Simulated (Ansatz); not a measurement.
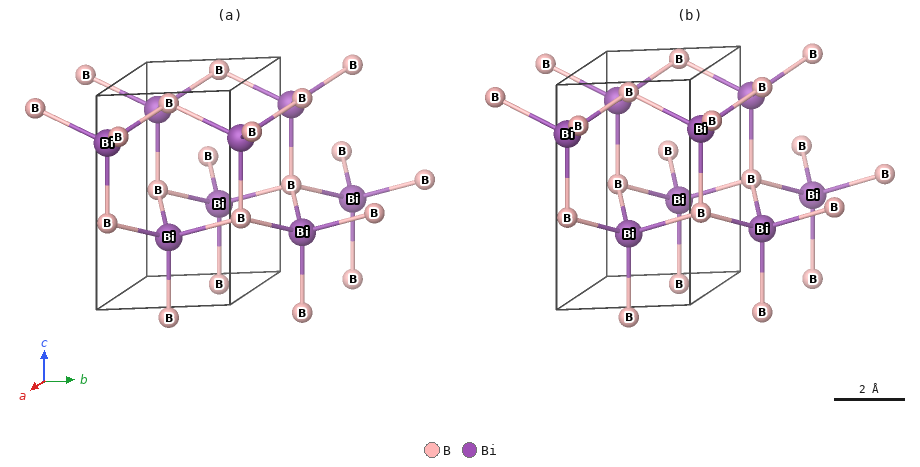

Left: solid BiB (built on the wurtzite type) at its r2SCAN-relaxed geometry. Right: the same structure after one change, at the same scale. Style: ball-and-stick. Shown: the cell of the calculation, repeated 2 × 2 × 1 with one cell outlined, slightly off an axis.

The calculation used Ansatz 0.2.0, DFT, PBE, plane waves, PAW. (plane-wave cutoff 420 eV; k-point mesh 12 × 12 × 4; occupations fermi dirac; smearing width 0.02 eV; no spin polarisation)

### What was changed?

The cell is strained by +5.0 % along c and none across it (volume +5.0 %). The atoms were relaxed with r2SCAN under that strain, and this is a single point on that geometry.

### How do the computed properties respond?

Energy change: +20.5 meV per atom. The pressure goes from 1.3 to −1.9 GPa. The principal stresses (compression positive) are −7.1 GPa along c and 0.6 GPa across it. The largest forces, 0.02 eV/Å, act on B and Bi. Near-neighbour distances before and after: B–Bi 2.388 → 2.486 Å, B–Bi 2.371 → 2.392 Å. The space group stays P6_3mc (No. 186).
